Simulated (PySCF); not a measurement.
Ge(OMe)3(SiH3), SMILES C[O][Ge]([SiH3])([O]C)[O]C (C₃H₁₂GeO₃Si), singlet, GFN2-xTB optimised geometry. Atoms within 1.6 Å of the plane z = 1.0 Å (x, y, z in Å): C1 (2.15, 1.98, 2.03), O2 (0.88, 1.81, 1.44), Ge3 (0.54, 0.76, 0.00), Si4 (1.33, -1.47, 0.00), O5 (-1.18, 1.11, -0.27), C6 (-2.15, 1.42, 0.72), H9 (2.92, 2.18, 1.28), H10 (2.44, 1.09, 2.60), H12 (0.88, -2.15, 1.21), H14 (2.80, -1.47, 0.00), H15 (-2.92, 2.02, 0.24), H16 (-1.71, 1.98, 1.54), H17 (-2.60, 0.50, 1.11).

Level of theory: PBE0/def2-SVP (PySCF). Cells within 0.4 Å of a nucleus heavier than hydrogen are left out (blank, or x).

Map of the Laplacian of the electron density (e/bohr⁵) on the plane z = 1.0 Å:

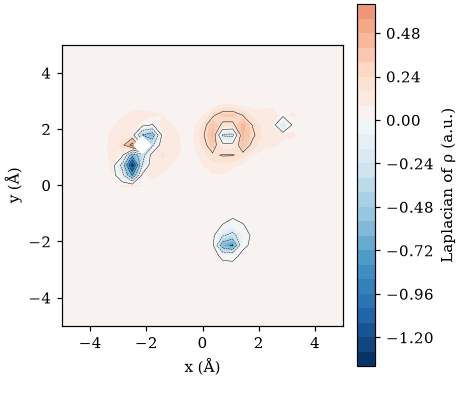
Laplacian of the electron density (e/bohr⁵) on the plane z = 1.0 Å.
